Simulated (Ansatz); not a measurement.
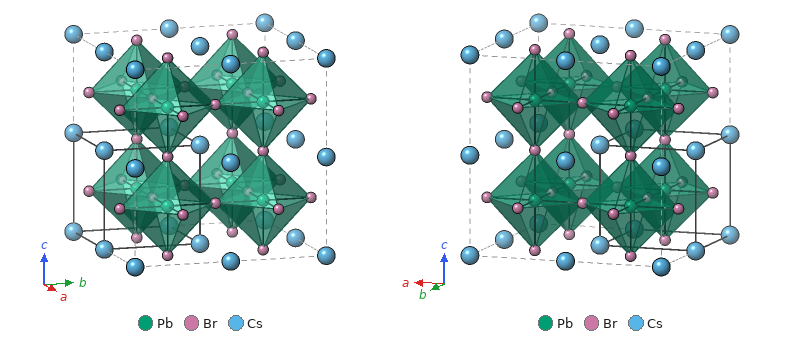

Polyhedra are drawn about Pb (bonds: Br–Pb below 3.4 Å); other atoms are plain spheres. Two views of the same piece.

CsPbBr3 (space group Pm-3m, No. 221). Coordinates: the geometry relaxed with DFT, PAW plane waves, pbe in Ansatz 0.2.0; the starting structure was generated, so it need not be a known form of this composition.

What figure surrounds each Pb atom, and what does it share with the other drawn polyhedra?

Pb: PbBr6 octahedron, sharing corners with six neighbours.

How do these polyhedra hang together as a whole?

They form a three-dimensional framework of corner-sharing octahedra.
